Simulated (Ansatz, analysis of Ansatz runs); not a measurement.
# Migration in GeSe2O6 (P2_1/c): P_O exchanging with V_O, charge +1, part 3 of 5

Aim: the barrier of one jump in GeSe2O6 (P2_1/c) at charge +1: P_O exchanging with V_O. The model is a cell of 36 host atoms with 1 site emptied and P put on another atom's site; P is the atom that moves.

Ansatz 0.2.0; plane-wave PAW DFT, PBEsol; nudged elastic band between two relaxed defect structures at fixed charge in a uniform background.

So far: Set-up; Relaxation of the start point, charge +1; Relaxation of the end point, charge +1.

## 4. Nudged elastic band, charge +1

3 movable images are laid between the ends on a pair-potential path, which keeps atoms from colliding in the first guess. Each image feels the true force across the path and a spring force along it. The highest image is set to climb to the top of the path.

This step: plane-wave PAW DFT, PBEsol; nudged elastic band between two relaxed defect structures at fixed charge in a uniform background.

File qp1.neb/input.yaml:

```yaml
crystal:
  lattice:
    - [5.07717925, 6.78733022, -0.00408761]
    - [-5.07717925, 6.78733022, 0.00408761]
    - [-4.9500808, 0.0, 7.32442304]
  atoms:
    - { symbol: Ge, position: [-0.00332497, -0.01023409, 0.0173685] }
    - { symbol: Ge, position: [0.50161553, 0.51037239, -0.00507798] }
    - { symbol: Ge, position: [0.2541399, 0.26004887, 0.48821339] }
    - { symbol: Ge, position: [0.74720784, 0.78213573, 0.48883127] }
    - { symbol: Se, position: [0.42562966, 0.73179669, 0.20908912] }
    - { symbol: Se, position: [0.92944912, 0.25418301, 0.19946779] }
    - { symbol: Se, position: [0.05259457, 0.28911015, 0.71302227] }
    - { symbol: Se, position: [0.5046721, 0.82889848, 0.69482099] }
    - { symbol: Se, position: [0.07494909, 0.74460028, 0.82047256] }
    - { symbol: Se, position: [0.57818536, 0.24193358, 0.81473361] }
    - { symbol: Se, position: [0.48362932, 0.19965566, 0.28328408] }
    - { symbol: Se, position: [0.99883195, 0.66936495, 0.31197195] }
    - { symbol: O, position: [0.42343762, 0.73331478, 0.009885] }
    - { symbol: O, position: [0.92752167, 0.22510903, 0.01241151] }
    - { symbol: O, position: [0.02534385, 0.34780653, 0.48869389] }
    - { symbol: O, position: [0.53510622, 0.80240872, 0.51484957] }
    - { symbol: O, position: [0.06839243, 0.74875804, 1.01288885] }
    - { symbol: O, position: [0.5618623, 0.28028703, 0.99072763] }
    - { symbol: O, position: [0.48295042, 0.18352063, 0.48423915] }
    - { symbol: O, position: [0.97839049, 0.67471495, 0.50403592] }
    - { symbol: O, position: [0.11351037, 0.31426512, 0.24406407] }
    - { symbol: O, position: [0.63359123, 0.75595677, 0.28492144] }
    - { symbol: O, position: [0.44156535, 0.64945408, 0.751116] }
    - { symbol: P, position: [0.89291024, 0.14057571, 0.69631527] }
    - { symbol: O, position: [0.38452092, 0.20174293, 0.73904374] }
    - { symbol: O, position: [0.88093061, 0.70107092, 0.73959707] }
    - { symbol: O, position: [0.04743306, 0.86113448, 0.25704114] }
    - { symbol: O, position: [0.5517323, 0.37452579, 0.2399392] }
    - { symbol: O, position: [0.25579866, 0.95701705, 0.10302654] }
    - { symbol: O, position: [0.75037688, 0.47883657, 0.07856284] }
    - { symbol: O, position: [0.28170931, 1.0092079, 0.5711439] }
    - { symbol: O, position: [0.25069933, 0.52603947, 0.91614203] }
    - { symbol: O, position: [0.74062895, 0.01262868, 0.94345852] }
    - { symbol: O, position: [0.22937064, 0.50724407, 0.41633372] }
    - { symbol: O, position: [0.70975541, 0.02175359, 0.38825051] }
total_charge: 1
basis:
  ecutwfc: 420
  xc_grid: 2
hamiltonian:
  xc: pbesol
kpoints:
  mp_grid: { grid: [1, 1, 1] }
scf:
  occupations: { method: fixed }
  max_iter: 60
output:
  forces: true
neb:
  images: 3
  f_tol: 0.03
  climbing: true
  initial_path: idpp
  max_iterations: 45
  order_check: false
  final_atoms:
    - { symbol: Ge, position: [0.00338146, -0.01466614, 0.03377342] }
    - { symbol: Ge, position: [0.50153811, 0.50396385, -0.00651747] }
[... 1 atom line left out ...]
    - { symbol: Ge, position: [0.74614359, 0.76229802, 0.49563958] }
[... 2 atom lines left out ...]
    - { symbol: Se, position: [-0.04715455, 0.24530837, 0.63607432] }
[... 2 atom lines left out ...]
    - { symbol: Se, position: [0.55810495, 0.27060256, 0.7854529] }
[... 3 atom lines left out ...]
    - { symbol: O, position: [0.94066416, 0.22087096, 0.01755089] }
    - { symbol: O, position: [0.01304314, 0.34949759, 0.46864] }
[... 4 atom lines left out ...]
    - { symbol: O, position: [0.97965222, 0.67472629, 0.50402338] }
[... 1 atom line left out ...]
    - { symbol: O, position: [0.60533836, 0.81380866, 0.24732296] }
[... 1 atom line left out ...]
    - { symbol: P, position: [0.77161166, 0.45473566, 0.65351622] }
[... 1 atom line left out ...]
    - { symbol: O, position: [0.88282707, 0.7000981, 0.74951928] }
[... 2 atom lines left out ...]
    - { symbol: O, position: [0.23821164, 0.97421665, 0.07084444] }
[... 3 atom lines left out ...]
    - { symbol: O, position: [0.75633428, 0.05736601, 0.87505276] }
[... 1 atom line left out ...]
    - { symbol: O, position: [0.72159957, 0.00606372, 0.41109673] }
```

Launch:

```sh
ansatz run input.yaml --threads 4 --pin off --max-ram 7536MiB --backend cpu --events-out ev --progress --plain --runs-dir out
```

Numbers of over 12 decimals in the logs are rounded to 6 here.

The log of the run:

```text
[...]
Warning: neb: disabling space-group detection — the band's intermediate images generally break the endpoint symmetry, so no spatial operation reduces the k-mesh or symmetrises the density, except that a semilocal band can use its path's symmetry ahead of [...]
[...]
parallel-image band execution: 3 concurrent image workers
NEB image 0
Crystal: 35 atoms, lattice volume = 504.532 Å³
Basis set: ecut = 420 eV, 9837 PW (Γ), exchange–correlation on 120×120×120 points (8 copies of the dense FFT grid, shifted against one another)
Bands: 195, of which v1, the nominal top of the filled ones, is band 160 counted from 1 (159 counted from 0)
Symmetry: 1 space group operations
k-points: 1
[...]
SCF iter   1: F=—  HF=-73471.480650 eV  |F-HF|=—  |Δ(HF+E_count)|=         —  Δρ=1.32e-2  dr2=1.34e0  ethr=1.77e-3  ⟨swp⟩=5.0  Hψ=623  notcnv=0  defer=32
[...]
SCF iter  11: F=-73471.033561 eV  HF=-73471.033561 eV  |F-HF|=6.40e-8  |Δ(HF+E_count)|=   4.19e-7  Δρ=3.67e-6  dr2=8.35e-8  ethr=3.13e-11  ⟨swp⟩=3.0  Hψ=687  notcnv=0
SCF 1 converged in 11 iterations: F = -73471.033561 eV  dr2 = 8.35e-8
[...]
NSCF: frozen V_eff on 1 k-points
NEB image 4
SCF iter   1: F=—  HF=-73471.089710 eV  |F-HF|=—  |Δ(HF+E_count)|=         —  Δρ=1.29e-2  dr2=1.13e0  ethr=1.77e-3  ⟨swp⟩=5.0  Hψ=636  notcnv=0  defer=33
[...]
SCF iter  11: F=-73470.713205 eV  HF=-73470.713205 eV  |F-HF|=8.04e-8  |Δ(HF+E_count)|=   4.61e-7  Δρ=3.74e-6  dr2=7.94e-8  ethr=3.13e-11  ⟨swp⟩=5.0  Hψ=679  notcnv=0
SCF 2 converged in 11 iterations: F = -73470.713205 eV  dr2 = 7.94e-8
[...]
NEB end point (image 0): max|allowed force component| = 1.287e-2 eV/Å (the criterion of neb.relax_end_points is 1.000e-2)
NEB end point (image 4): max|allowed force component| = 1.278e-2 eV/Å (the criterion of neb.relax_end_points is 1.000e-2)
NEB image 1
SCF iter   1: F=—  HF=-73470.344903 eV  |F-HF|=—  |Δ(HF+E_count)|=         —  Δρ=1.32e-2  dr2=1.20e0  ethr=1.77e-3  ⟨swp⟩=6.0  Hψ=619  notcnv=0  defer=33
[...]
SCF iter  11: F=-73469.954852 eV  HF=-73469.954852 eV  |F-HF|=4.05e-8  |Δ(HF+E_count)|=   3.04e-7  Δρ=3.38e-6  dr2=6.33e-8  ethr=3.13e-11  ⟨swp⟩=5.0  Hψ=626  notcnv=0
SCF 3 converged in 11 iterations: F = -73469.954852 eV  dr2 = 6.33e-8
NEB image 2
SCF iter   1: F=—  HF=-73469.502414 eV  |F-HF|=—  |Δ(HF+E_count)|=         —  Δρ=1.33e-2  dr2=1.11e0  ethr=1.77e-3  ⟨swp⟩=6.0  Hψ=620  notcnv=0  defer=33
[...]
SCF iter  11: F=-73469.136797 eV  HF=-73469.136797 eV  |F-HF|=3.64e-8  |Δ(HF+E_count)|=   3.20e-7  Δρ=3.28e-6  dr2=5.80e-8  ethr=3.13e-11  ⟨swp⟩=4.0  Hψ=642  notcnv=0
SCF 4 converged in 11 iterations: F = -73469.136797 eV  dr2 = 5.80e-8
NEB image 3
SCF iter   1: F=—  HF=-73470.202431 eV  |F-HF|=—  |Δ(HF+E_count)|=         —  Δρ=1.31e-2  dr2=1.04e0  ethr=1.77e-3  ⟨swp⟩=6.0  Hψ=619  notcnv=0  defer=33
[...]
SCF iter  12: F=-73469.846546 eV  HF=-73469.846546 eV  |F-HF|=2.43e-8  |Δ(HF+E_count)|=   6.84e-8  Δρ=1.63e-6  dr2=1.73e-8  ethr=3.13e-11  ⟨swp⟩=4.0  Hψ=583  notcnv=0
SCF 5 converged in 12 iterations: F = -73469.846546 eV  dr2 = 1.73e-8
NEB iter   1: max|band force component| = 4.605e0 eV/Å  barrier→ = 1.8968 eV  barrier← = 1.5764 eV  Δτ_max = 0.1984 Å  (56 SCF iters)
NEB image 1
[...]
iter 1 solved again at ethr=2.32e-4 eV; its pass at ethr=3.10e-3 eV (dr2=7.41e-1 eV) is discarded
[...]
SCF iter  11: F=-73470.494241 eV  HF=-73470.494241 eV  |F-HF|=1.84e-8  |Δ(HF+E_count)|=   7.66e-8  Δρ=1.93e-6  dr2=2.47e-8  ethr=3.13e-11  ⟨swp⟩=4.0  Hψ=583  notcnv=0
SCF 6 converged in 11 iterations: F = -73470.494241 eV  dr2 = 2.47e-8
NEB image 2
[...]
SCF iter  11: F=-73469.977295 eV  HF=-73469.977295 eV  |F-HF|=1.67e-8  |Δ(HF+E_count)|=   1.50e-7  Δρ=3.10e-6  dr2=5.53e-8  ethr=3.13e-11  ⟨swp⟩=5.0  Hψ=600  notcnv=0
SCF 7 converged in 11 iterations: F = -73469.977295 eV  dr2 = 5.53e-8
NEB image 3
[...]
SCF iter  11: F=-73470.356203 eV  HF=-73470.356203 eV  |F-HF|=2.08e-8  |Δ(HF+E_count)|=   1.13e-7  Δρ=2.57e-6  dr2=3.77e-8  ethr=3.13e-11  ⟨swp⟩=4.0  Hψ=584  notcnv=0
SCF 8 converged in 11 iterations: F = -73470.356203 eV  dr2 = 3.77e-8
NEB iter   2: max|band force component| = 6.933e-1 eV/Å  barrier→ = 1.0563 eV  barrier← = 0.7359 eV  Δτ_max = 0.1677 Å  (33 SCF iters)
NEB image 1
[...]
SCF iter  10: F=-73470.604000 eV  HF=-73470.604000 eV  |F-HF|=3.20e-8  |Δ(HF+E_count)|=   1.04e-7  Δρ=2.34e-6  dr2=3.38e-8  ethr=3.13e-11  ⟨swp⟩=4.0  Hψ=585  notcnv=0
SCF 9 converged in 10 iterations: F = -73470.604000 eV  dr2 = 3.38e-8
NEB image 2
[...]
SCF iter  10: F=-73470.142950 eV  HF=-73470.142950 eV  |F-HF|=2.38e-8  |Δ(HF+E_count)|=   1.24e-7  Δρ=4.19e-6  dr2=9.28e-8  ethr=3.13e-11  ⟨swp⟩=3.0  Hψ=682  notcnv=0
SCF 10 converged in 10 iterations: F = -73470.142950 eV  dr2 = 9.28e-8
NEB image 3
[...]
SCF iter  10: F=-73470.419408 eV  HF=-73470.419408 eV  |F-HF|=1.43e-8  |Δ(HF+E_count)|=   4.51e-8  Δρ=1.57e-6  dr2=1.38e-8  ethr=3.13e-11  ⟨swp⟩=4.0  Hψ=582  notcnv=0
SCF 11 converged in 10 iterations: F = -73470.419408 eV  dr2 = 1.38e-8
NEB iter   3: max|band force component| = 4.606e-1 eV/Å  barrier→ = 0.8906 eV  barrier← = 0.5703 eV  CI = image 2  Δτ_max = 0.1948 Å  (30 SCF iters)
[... from here on, the SCF cycles and remarks between the steps are left out ...]
NEB iter   4: max|band force component| = 3.948e-1 eV/Å  barrier→ = 0.8211 eV  barrier← = 0.5008 eV  CI = image 2  Δτ_max = 0.1171 Å  (32 SCF iters)
NEB iter   5: max|band force component| = 2.385e-1 eV/Å  barrier→ = 0.7902 eV  barrier← = 0.4698 eV  CI = image 2  Δτ_max = 0.2000 Å  (27 SCF iters)
NEB iter   6: max|band force component| = 3.765e-1 eV/Å  barrier→ = 0.7355 eV  barrier← = 0.4152 eV  CI = image 2  Δτ_max = 0.1011 Å  (28 SCF iters)
NEB iter   7: max|band force component| = 3.510e-1 eV/Å  barrier→ = 0.6963 eV  barrier← = 0.3759 eV  CI = image 2  Δτ_max = 0.1009 Å  (28 SCF iters)
NEB iter   8: max|band force component| = 3.431e-1 eV/Å  barrier→ = 0.6866 eV  barrier← = 0.3663 eV  CI = image 2  Δτ_max = 0.2000 Å  (26 SCF iters)
NEB iter   9: max|band force component| = 3.031e-1 eV/Å  barrier→ = 0.6828 eV  barrier← = 0.3625 eV  CI = image 2  Δτ_max = 0.0985 Å  (30 SCF iters)
NEB iter  10: max|band force component| = 1.319e-1 eV/Å  barrier→ = 0.6752 eV  barrier← = 0.3549 eV  CI = image 2  Δτ_max = 0.0443 Å  (27 SCF iters)
NEB iter  11: max|band force component| = 8.295e-2 eV/Å  barrier→ = 0.6707 eV  barrier← = 0.3503 eV  CI = image 2  Δτ_max = 0.0666 Å  (23 SCF iters)
NEB iter  12: max|band force component| = 6.305e-2 eV/Å  barrier→ = 0.6697 eV  barrier← = 0.3494 eV  CI = image 2  Δτ_max = 0.2000 Å  (25 SCF iters)
NEB iter  13: max|band force component| = 3.045e-1 eV/Å  barrier→ = 0.6694 eV  barrier← = 0.3490 eV  CI = image 2  Δτ_max = 0.0990 Å  (24 SCF iters)
NEB iter  14: max|band force component| = 5.588e-2 eV/Å  barrier→ = 0.6691 eV  barrier← = 0.3487 eV  CI = image 2  Δτ_max = 0.0260 Å  (22 SCF iters)
NEB iter  15: max|band force component| = 5.802e-2 eV/Å  barrier→ = 0.6689 eV  barrier← = 0.3486 eV  CI = image 2  Δτ_max = 0.0130 Å  (20 SCF iters)
NEB iter  16: max|band force component| = 4.495e-2 eV/Å  barrier→ = 0.6689 eV  barrier← = 0.3485 eV  CI = image 2  Δτ_max = 0.0130 Å  (20 SCF iters)
NEB iter  17: max|band force component| = 4.386e-2 eV/Å  barrier→ = 0.6688 eV  barrier← = 0.3485 eV  CI = image 2  Δτ_max = 0.0261 Å  (19 SCF iters)
NEB iter  18: max|band force component| = 4.983e-2 eV/Å  barrier→ = 0.6688 eV  barrier← = 0.3485 eV  CI = image 2  Δτ_max = 0.0260 Å  (17 SCF iters)
NEB iter  19: max|band force component| = 3.908e-2 eV/Å  barrier→ = 0.6688 eV  barrier← = 0.3485 eV  CI = image 2  Δτ_max = 0.0130 Å  (16 SCF iters)
NEB iter  20: max|band force component| = 3.777e-2 eV/Å  barrier→ = 0.6688 eV  barrier← = 0.3485 eV  CI = image 2  Δτ_max = 0.0130 Å  (16 SCF iters)
NEB image 1
[...]
SCF iter   2: F=-73470.748502 eV  HF=-73470.748502 eV  |F-HF|=2.42e-8  |Δ(HF+E_count)|=   1.42e-6  Δρ=6.20e-6  dr2=6.71e-8  ethr=3.13e-11  ⟨swp⟩=3.0  Hψ=686  notcnv=0
SCF 63 converged in 2 iterations: F = -73470.748502 eV  dr2 = 6.71e-8
NEB image 2
[...]
SCF iter   3: F=-73470.364730 eV  HF=-73470.364730 eV  |F-HF|=5.67e-8  |Δ(HF+E_count)|=   3.16e-8  Δρ=4.20e-6  dr2=7.09e-8  ethr=3.13e-11  ⟨swp⟩=5.0  Hψ=643  notcnv=0
SCF 64 converged in 3 iterations: F = -73470.364730 eV  dr2 = 7.09e-8
NEB image 3
[...]
SCF iter   7: F=-73470.454225 eV  HF=-73470.454225 eV  |F-HF|=1.54e-8  |Δ(HF+E_count)|=   9.65e-8  Δρ=3.77e-6  dr2=8.62e-8  ethr=3.13e-11  ⟨swp⟩=5.0  Hψ=594  notcnv=0
SCF 65 converged in 7 iterations: F = -73470.454225 eV  dr2 = 8.62e-8
NEB image 1
[...]
NEB image 3
[...]
NEB image 2
[...]
the band table was solved once a step of the walk had ended and its energy, with any forces and stress, was formed, with the checks that follow a solve (850 applications of the Hamiltonian). They found nothing against the state; [...]
NEB iter  21: max|band force component| = 1.823e-2 eV/Å  barrier→ = 0.6688 eV  barrier← = 0.3485 eV  CI = image 2  Δτ_max = 0.0000 Å  (12 SCF iters)
SCF converged after 3 iterations
Free energy (F): -73470.364730 eV
[...]
Internal energy: -73470.364730 eV  (E = F + TS)
E sigma→0 (E₀):  -73470.364730 eV
Fermi energy:    5.393651 eV
[...]
--- Forces (eV/Å), atoms counted from 1 ---
  atom   1  Ge     0.00003518    -0.00009934     0.00038626
  atom   2  Ge    -0.00016229     0.00005527    -0.00000502
  [... 1 atom left out ...]
  atom   4  Ge    -0.00001215     0.00015662    -0.00025040
  [... 2 atoms left out ...]
  atom   7  Se    -0.00020220    -0.00028374     0.00033640
  [... 2 atoms left out ...]
  atom  10  Se     0.00002141     0.00017113     0.00003887
  [... 3 atoms left out ...]
  atom  14  O      0.00016557    -0.00004916    -0.00037643
  atom  15  O     -0.00006270     0.00013096    -0.00029116
  [... 4 atoms left out ...]
  atom  20  O     -0.00002449     0.00010074    -0.00007455
  [... 1 atom left out ...]
  atom  22  O      0.00011945    -0.00003553     0.00022842
  [... 1 atom left out ...]
  atom  24  P     -0.00001114     0.00000573    -0.00005803
  [... 1 atom left out ...]
  atom  26  O     -0.00002429    -0.00003727     0.00005862
  [... 9 atoms left out ...]
  max |Σ_I F_I| component: 8.00e-5 eV/Å
--- Band table (eV) ---
[...]
this run last wrote the band of iteration 21 to <dir>
--- NEB band (5 images, 21 band iterations, 531 SCF iterations) ---
  forward barrier  = 0.668831 eV
  backward barrier = 0.348475 eV
  climbing image's point = of an order that was not read
  energies are F+E_penalty+E_count in eV, relative to image 0
  image     s (Å)  Δ vs image 0  max|band force component| (eV/Å)
      0    0.0000      0.000000                                 —
      1    0.9182      0.285059                          2.940e-4
  *   2    1.8363      0.668831                          4.506e-4
      3    3.1231      0.579336                          1.823e-2
      4    4.4110      0.320356                                 —
  climbing-image geometry (image 2):
  cell:  # Å, volume = 504.5318 Å³
    - [5.07717925, 6.78733022, -0.00408761]
    - [-5.07717925, 6.78733022, 0.00408761]
    - [-4.9500808, 0.0, 7.32442304]
  atoms:
    - { symbol: Ge, position: [-0.024021, 0.009240, 0.003503] }
    - { symbol: Ge, position: [0.497979, 0.517219, 0.000750] }
    - { symbol: Ge, position: [0.263210, 0.261471, 0.481413] }
    - { symbol: Ge, position: [0.747989, 0.786114, 0.480664] }
    - { symbol: Se, position: [0.415484, 0.756189, 0.197827] }
    - { symbol: Se, position: [0.931238, 0.260664, 0.205426] }
    - { symbol: Se, position: [0.084566, 0.161348, 0.707468] }
    - { symbol: Se, position: [0.518875, 0.819474, 0.697431] }
    - { symbol: Se, position: [0.066119, 0.759689, 0.803250] }
    - { symbol: Se, position: [0.563028, 0.256510, 0.824795] }
    - { symbol: Se, position: [0.493700, 0.200413, 0.284513] }
    - { symbol: Se, position: [0.993491, 0.675065, 0.298425] }
    - { symbol: O, position: [0.416555, 0.746169, 0.003845] }
    - { symbol: O, position: [0.909139, 0.236362, 0.012854] }
    - { symbol: O, position: [0.040008, 0.317375, 0.488220] }
    - { symbol: O, position: [0.542412, 0.791695, 0.514643] }
    - { symbol: O, position: [0.046706, 0.782507, 0.985778] }
    - { symbol: O, position: [0.545896, 0.279776, 1.008289] }
    - { symbol: O, position: [0.493220, 0.181172, 0.487726] }
    - { symbol: O, position: [0.972039, 0.666543, 0.492934] }
    - { symbol: O, position: [0.121210, 0.311918, 0.237027] }
    - { symbol: O, position: [0.611935, 0.800464, 0.256521] }
    - { symbol: O, position: [0.451117, 0.643452, 0.758426] }
    - { symbol: P, position: [0.821787, 0.266019, 0.680661] }
    - { symbol: O, position: [0.383196, 0.208541, 0.731460] }
    - { symbol: O, position: [0.880901, 0.703311, 0.731506] }
    - { symbol: O, position: [0.042186, 0.865467, 0.249111] }
    - { symbol: O, position: [0.547258, 0.385549, 0.244916] }
    - { symbol: O, position: [0.234663, 0.978758, 0.082678] }
    - { symbol: O, position: [0.749703, 0.484347, 0.087967] }
    - { symbol: O, position: [0.298538, 1.002680, 0.573246] }
    - { symbol: O, position: [0.245020, 0.541581, 0.915730] }
    - { symbol: O, position: [0.729690, 0.026305, 0.940884] }
    - { symbol: O, position: [0.223618, 0.511503, 0.406014] }
    - { symbol: O, position: [0.722502, 0.024234, 0.397895] }
```

Elapsed: 4.9 min, on 4 threads of Arm Neoverse N1, shared host; peak memory 1.5 GiB; 15 min of CPU time.

The path, image by image:

```
image  path (Å)  energy (eV)      P24: x, y, z (Å)
    0     0.000       0.0000   0.373, 7.015, 5.097
    1     0.918       0.2851  -0.096, 7.017, 5.002
    2     1.836       0.6688  -0.548, 7.383, 4.983
    3     3.123       0.5793  -1.042, 8.108, 5.303
    4     4.411       0.3204  -1.626, 8.324, 4.785
```

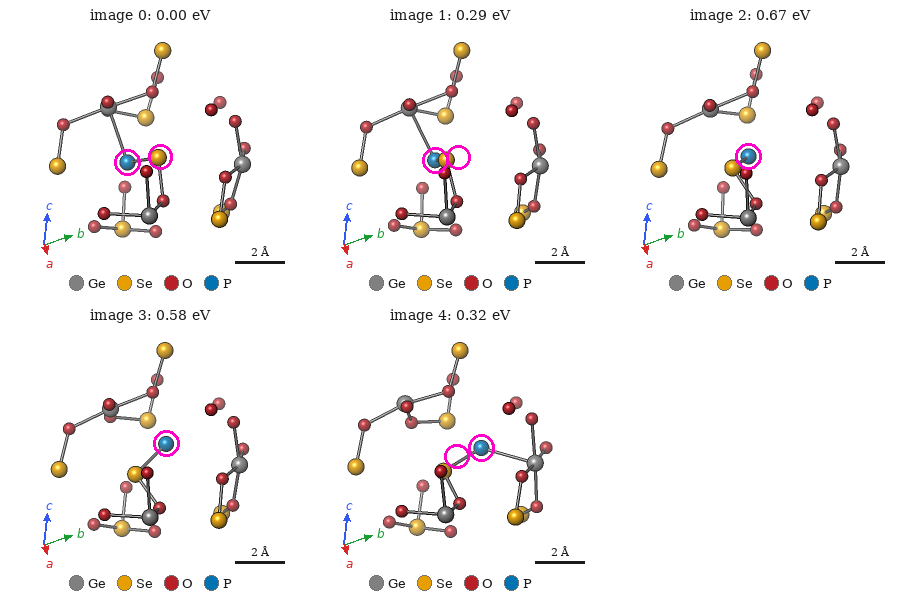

Images along the path; P24 is ringed. A ring with no atom in it marks the middle of the ideal hop. Bonds to atoms that aren't drawn are left out.

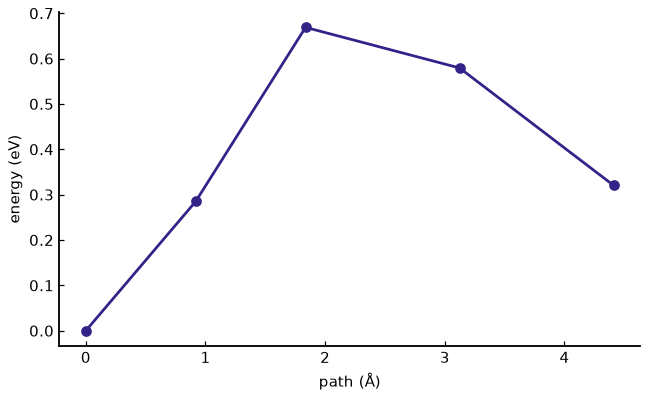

Energy along the path.

Numbers from this step:

```
free energy      : -73470.3647 eV
barrier forward  : 0.6688 eV
barrier backward : 0.3485 eV
end less start   : 0.3204 eV
hop length       : 2.410 Å
```

Track of the atom that was set to move:

```
image   x (Å)  y (Å)  z (Å)  nearest neighbour  distance (Å)
    0   0.373  7.015  5.097                 Se         2.096
    1  -0.096  7.017  5.002                 Se         2.076
    2  -0.548  7.383  4.983                 Se         2.048
    3  -1.042  8.108  5.303                 Se         2.053
    4  -1.626  8.324  4.785                 Se         2.083
```

The band met its tolerance of 0.03 eV/Å after 21 iterations, with image 2 on top (the start counts as 0). P24, which moves farthest between the ends, has 1 Se at 2.10 Å and 1 Ge at 2.39 Å nearest at the start and 1 Se at 2.05 Å at the top. In at least one step between neighbouring images a covalent bond changes partner or an atom goes far. The images sample such a step coarsely, so the top may lie higher.

(Continued in part 4 of 5.)

[Logs are printed without paths, hosts, clocks, repeated set-up lines and the standing remarks that a program may print on its own settings, such as how far it seeks lower states.]

[Hosts, paths, dates, database ids (printed as entryN), source tags and the programs' standing remarks are cut or masked in the printed files.]
